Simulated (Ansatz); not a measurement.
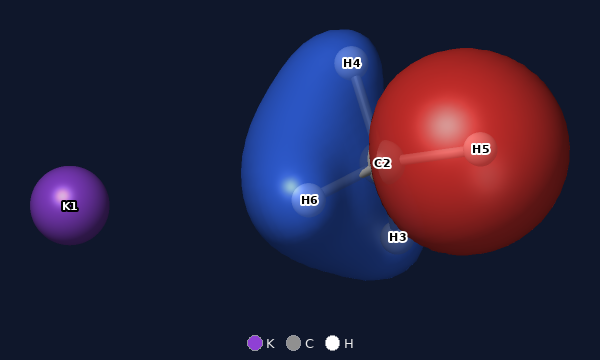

Figure 1: K···CH4 (SMILES [K+].C) (charge +1). One frontier orbital at ±0.15 Å⁻³ᐟ² (red and blue are the two phases), seen at a tilt.

Geometry: PBE0-D4/def2-TZVP.

These are results of RKS PBE0-D4/def2-TZVPPD (Ansatz), not measurements.

Input

```
crystal:
  periodic: [false, false, false]
  atoms:
    - {symbol: K, position_ang: [0.223984, 0.495386, -2.861414]}
    - {symbol: C, position_ang: [-0.043452, -0.096119, 0.554903]}
    - {symbol: H, position_ang: [0.546483, -0.906984, 0.122071]}
    - {symbol: H, position_ang: [0.453097, 0.867263, 0.419833]}
    - {symbol: H, position_ang: [-0.126470, -0.279916, 1.624578]}
    - {symbol: H, position_ang: [-1.053641, -0.079731, 0.140029]}
basis:
  gaussian: {orbitals: "def2-TZVPPD.json"}
total_charge: 1
hamiltonian: {xc: pbe0, dispersion: d4}
output: {orbitals: {seedname: orbitals}}
```

Command:

```sh
ansatz run in.yaml --threads 2 --pin off --events-out ev --progress --plain --max-ram 5222MiB
```

**Which orbital is it: HOMO or LUMO?**

The HOMO, at −14.90 eV. By Hirshfeld shares it lies mainly on C2 (about 50 %) and H5 (about 30 %).
